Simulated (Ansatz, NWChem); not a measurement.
**SiCl4 (silicon tetrachloride): the energy, rung by rung**

SiCl4: 5 atoms, total charge 0, spin state singlet. As SMILES, `Cl[Si](Cl)(Cl)Cl`. Geometry: relaxed at PBE0-D4/def2-TZVP.

```tsv
atom	x (Å)	y (Å)	z (Å)
Cl	-0.9626	-0.0876	1.7623
Si	0.0100	-0.0147	-0.0083
Cl	1.6554	-1.1859	0.0781
Cl	-1.2121	-0.6769	-1.4761
Cl	0.5593	1.8914	-0.3975
```

Quantity: the energy change with the Si2–Cl5 bond stretched from 2.021 to 4.447 Å, in eV. The values are calculated.

| level | kind | program | value (eV) | CPU time (all runs) |
| --- | --- | --- | --- | --- |
| PBE/cc-pVDZ (restricted) | GGA | Ansatz | 4.32 | 9.9 s |
| M06-2X/cc-pVDZ (restricted) | hybrid meta-GGA | NWChem | 5.52 | 4 min |
| CAM-B3LYP/cc-pVDZ (restricted) | range-separated hybrid | NWChem | 5.38 | 7.4 min |
| wB97M-V/cc-pVDZ (restricted) | range-separated hybrid | Ansatz | 5.73 | 85 s |
| wB97X/cc-pVDZ (restricted) | range-separated hybrid | Ansatz | 5.84 | 40 s |
| B2PLYP/cc-pVDZ (restricted) | double hybrid | Ansatz | 4.70 | 21 s |
| BCCD(T)/cc-pVDZ (restricted) | coupled cluster or CI | Ansatz | 4.22 | 31 s |
| CCSD(T)/cc-pVDZ (restricted) | coupled cluster or CI | Ansatz | 3.46 | 25 s |

The first shape isn't each level's own minimum. The values span 3.46 to 5.84 eV. The coupled-cluster rows rest on a doubtful reference here (large T1 or Brueckner and Hartree–Fock orbitals at odds), and rows may lie in different states. Times are those of the runs behind each value, whatever else they computed, on shared processors of several kinds: orders of magnitude only.

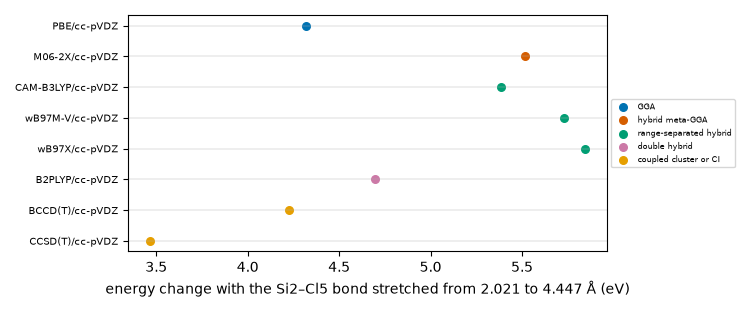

The values of the table, level by level.
